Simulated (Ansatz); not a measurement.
# Direct or indirect: CdSe (P6_3mc)

```xyz
4
Lattice="4.3000 0.0000 0.0000 -2.1500 3.7239 0.0000 0.0000 0.0000 7.0200" Properties=species:S:1:pos:R:3 pbc="T T T"
Cd    2.1500    1.2413    3.5100
Cd    0.0000    2.4826    0.0000
Se    2.1500    1.2413    6.2127
Se    0.0000    2.4826    2.7027
```

Method: Ansatz, PBE, independent particles, without spin-orbit coupling, line width 0.15 eV (Gaussian). The band structure gives a fundamental gap of 0.70 eV. The spectrum of vertical transitions near the edge:

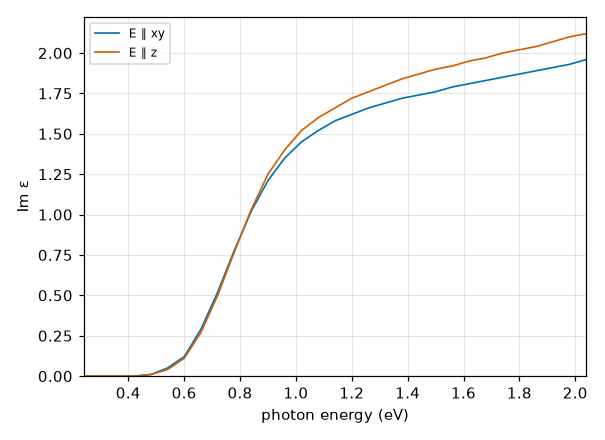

Q: Is the gap direct or indirect, and about where do vertical transitions set in?

A: Direct: the band path has its least direct gap at the fundamental one, 0.70 eV, and the curves rise from there. Lines are broadened by 0.15 eV, which spreads the edge.

[Logs are printed without paths, hosts, clocks, repeated set-up lines and the standing remarks that a program may print on its own settings, such as how far it seeks lower states.]
